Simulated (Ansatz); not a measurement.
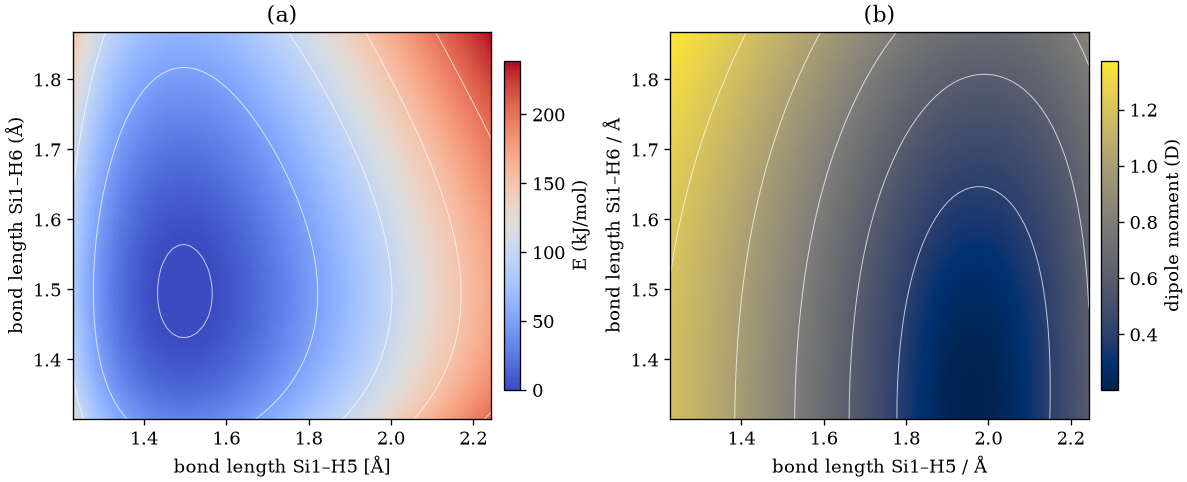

C₂H₅BSi, SMILES [SiH3]C1=CB1. 
- First axis: bond length Si1–H5. Second axis: bond length Si1–H6.
- Nothing is relaxed (all other coordinates rigid).
- The scan uses a 7 × 7 grid.
- Points are written as (first, second).
- Energies are in kJ/mol, from the lowest grid point.
- The reference is spin-restricted, which grows unreliable where a bond is stretched far.
- Level of theory: RKS PBE-D4/def2-TZVP (Ansatz 0.2.0).

Panel (a) is the energy; panel (b) is the computed dipole moment, in D.

In the figure: a smooth colour map with a few white contour lines. Between grid points the surface is interpolated.

How does the dipole moment vary over the map, and what is it at the lowest grid point?

Answer. Leaving out the highest fifth of the energies, it runs from 0.22 D at (1.905 Å, 1.315 Å) to 1.37 D at (1.227 Å, 1.868 Å). At the lowest grid point, (1.566 Å, 1.499 Å), it is 0.78 D.
